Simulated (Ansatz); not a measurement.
# PBE0/STO-3G run of CH4Si (SMILES C=[SiH2])

What is the electronic atomisation energy of CH4Si at PBE0/STO-3G? 

The results are computed with Ansatz 0.2.0.

43 further runs of the same task are left out: 43 set aside as unsound or not needed.

## (1) The structure to begin with

The species is CH4Si (6 atoms), meant as a singlet with charge 0. SMILES: `C=[SiH2]`. The coordinates come from a GFN2-xTB relaxation.

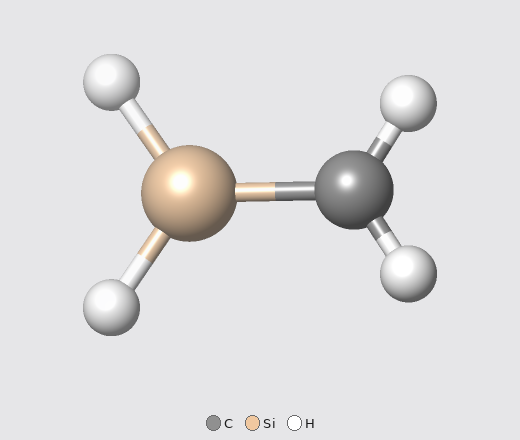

The structure, seen from a chosen angle (carbon grey, silicon light orange, hydrogen white).

## (2) The energy at PBE0/STO-3G

Contents of run.yaml:

```yaml
crystal:
  periodic: [false, false, false]
  atoms:
    - {symbol: C, position_ang: [-0.738690, -0.547160, -0.265100]}
    - {symbol: Si, position_ang: [0.611270, 0.451760, 0.218260]}
    - {symbol: H, position_ang: [-1.408510, -0.996610, 0.448130]}
    - {symbol: H, position_ang: [-0.962920, -0.758160, -1.296740]}
    - {symbol: H, position_ang: [0.952980, 0.765970, 1.600750]}
    - {symbol: H, position_ang: [1.545870, 1.084200, -0.705300]}
basis:
  gaussian: {orbitals: STO-3G}
accuracy: high
hamiltonian: {xc: pbe0}
```

The run is started by

```bash
$ ansatz run run.yaml --threads 1 --pin off --max-ram 2610MiB --events-out events.jsonl --progress --plain --runs-dir runs
```

Output:

```text
Warning: RAYON_NUM_THREADS=1 ignored (pool sized by the plan → 1); use --threads N
Functional definition: PBE0
  name "PBE0"
  parameter a = 0.25
  parameter kappa = 0.804
  parameter beta = 0.06672455060314922
  exchange = (1 - a)*pbe_x(kappa = kappa, mu = beta*pi^2/3) + a*exact_x
  correlation = pbe_c(beta = beta)
310 factors; integrals over basis functions are off by at most 1.1e-8 eV
mean field evaluation 1: about -8865.9192 eV, gradient 2.5e1 eV
mean field evaluation 2: about -8858.4781 eV, gradient 5.0e1 eV
mean field evaluation 4: about -8868.4429 eV, gradient 2.8e-1 eV
mean field evaluation 8: about -8868.3890 eV, gradient 2.7e-2 eV
mean field evaluation 16: about -8868.3890 eV, gradient 6.2e-9 eV
mean field -8868.38899216 eV, -325.9072842519 hartree, gradient 5.7e-9 eV, S^2 0.000000; 0 other end points of the search recorded, 0 dependent functions left out
reference -8868.38899362 eV, -325.9072843057 hartree; 12, 12 occupied and 6, 6 virtual orbitals, 310 factors
Total energy: -8868.38899362 eV, -325.9072843057 hartree
```

Wall time 1.1 s (1 thread of Arm Neoverse V1, shared host); peak memory 0.093 GiB.

## (3) The C atom at the same level

Contents of in.yaml:

```yaml
basis:
  gaussian: {orbitals: STO-3G}
crystal:
  periodic: [false, false, false]
  atoms:
    - symbol: C
      position_ang: [0.000000, 0.000000, 0.000000]
magnetization: {spin_polarized: true, initial_magnetization: 2}
hamiltonian: {xc: pbe0}
accuracy: high
```

The run is started by

```bash
$ ansatz run in.yaml --threads 1 --pin off --max-ram 2610MiB --events-out events.jsonl --progress --plain --runs-dir runs
```

Output:

```text
Warning: RAYON_NUM_THREADS=1 ignored (pool sized by the plan → 1); use --threads N
Functional definition: PBE0
  name "PBE0"
  parameter a = 0.25
  parameter kappa = 0.804
  parameter beta = 0.06672455060314922
  exchange = (1 - a)*pbe_x(kappa = kappa, mu = beta*pi^2/3) + a*exact_x
  correlation = pbe_c(beta = beta)
15 factors; integrals over basis functions are off by at most 9.8e-10 eV
mean field evaluation 1: about -1015.0788 eV, gradient 4.1e-13 eV
mean field evaluation 2: about -1015.0791 eV, gradient 4.9e-12 eV
mean field -1015.07910690 eV, -37.3034691331 hartree, gradient 0.0e0 eV, S^2 2.000000; 0 other end points of the search recorded, 0 dependent functions left out
reference -1015.07910752 eV, -37.3034691561 hartree; 4, 2 occupied and 1, 3 virtual orbitals, 15 factors
Total energy: -1015.07910752 eV, -37.3034691561 hartree
```

Wall time 0.16 s (1 thread of Arm Neoverse V1, shared host).

## (4) The H atom, same level

Contents of in.yaml:

```yaml
crystal:
  periodic: [false, false, false]
  atoms:
    - {symbol: H, position_ang: [0.000000, 0.000000, 0.000000]}
basis:
  gaussian:
    orbitals: STO-3G
magnetization:
  spin_polarized: true
  initial_magnetization: 1
accuracy: high
hamiltonian:
  xc: pbe0
total_charge: 0
```

Run the same way, it converges to -0.46651 Eh (log not shown).

## (5) The Si atom

Contents of input.yaml:

```yaml
crystal:
  periodic: [false, false, false]
  atoms:
    - {symbol: Si, position_ang: [0.000000, 0.000000, 0.000000]}
basis:
  gaussian:
    orbitals: STO-3G
accuracy: high
hamiltonian:
  xc: pbe0
magnetization:
  spin_polarized: true
  initial_magnetization: 2
```

Run the same way, it converges to -285.82313 Eh (log not shown).

## (6) Results

Level: PBE0/STO-3G.

```
                     quantity          value
       molecule: total energy  -325.90728 Eh
         C atom: total energy   -37.30347 Eh
                 C atom: ⟨S²⟩          2.000
         H atom: total energy    -0.46651 Eh
                 H atom: ⟨S²⟩          0.750
        Si atom: total energy  -285.82313 Eh
                Si atom: ⟨S²⟩          2.000
electronic atomisation energy      24.889 eV
```

Taking the molecule apart into free atoms costs 24.89 eV (574 kcal/mol), before zero-point energy and without spin-orbit coupling. In a minimal basis such a difference can be off by several eV, whatever the method.
